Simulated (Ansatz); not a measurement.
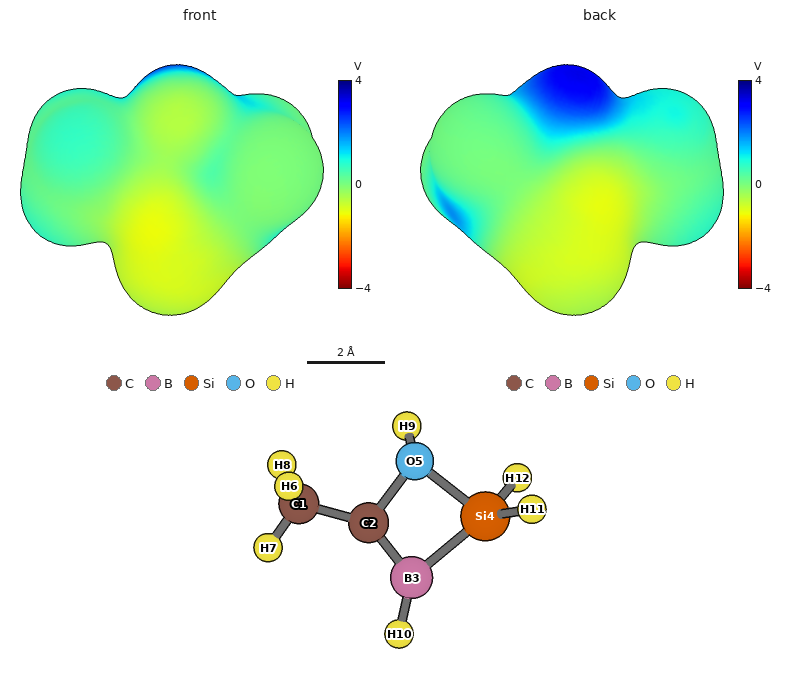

Figure 1: C2H7BOSi. The electrostatic potential painted on the density surface at 0.002 e/bohr³, seen from the front and from behind; the colour scale runs from red (negative) to blue (positive). The bare structure is drawn below in the same view.

These are results of Ansatz, RKS PBE-D4/def2-mTZVP, not measurements.

Input

```
crystal:
  periodic: [false, false, false]
  atoms:
    - { symbol: C, position_ang: [-1.4045, 0.7367, -0.1953] }
    - { symbol: C, position_ang: [-0.2363, -0.0284, -0.6484] }
    - { symbol: B, position_ang: [0.086, -1.2133, 0.3772] }
    - { symbol: Si, position_ang: [1.8241, -0.2154, 0.4952] }
    - { symbol: O, position_ang: [0.9311, 0.7633, -0.6304] }
    - { symbol: H, position_ang: [-1.2963, 1.228, 0.8043] }
    - { symbol: H, position_ang: [-2.3282, 0.1354, -0.1886] }
    - { symbol: H, position_ang: [-1.5881, 1.6294, -0.9298] }
    - { symbol: H, position_ang: [0.83636, 1.36321, -1.41221] }
    - { symbol: H, position_ang: [-0.376, -2.1917, 0.851] }
    - { symbol: H, position_ang: [1.9359, 0.4315, 1.8206] }
    - { symbol: H, position_ang: [2.9127, -0.913, -0.0939] }
basis:
  gaussian: { orbitals: def2-mTZVP }
hamiltonian:
  xc: pbe
  dispersion: d4
relax:
  f_tol: 0.02
  max_steps: 50
output:
  orbitals: {}
```

Launched as:

```sh
ansatz run input.yaml --threads 2 --pin off --max-ram 3072MiB --backend cpu --events-out ev --progress --plain --runs-dir out
```

The fields are those of the run's last geometry, not of the input's.

Which sites attract a positive test charge, and which a negative one?

Answer. A positive charge is drawn to the negative regions and a negative charge to the positive ones. The most negative region (about −1.1 V) lies over the π face of C2, the most positive (about +3.1 V) over H9.
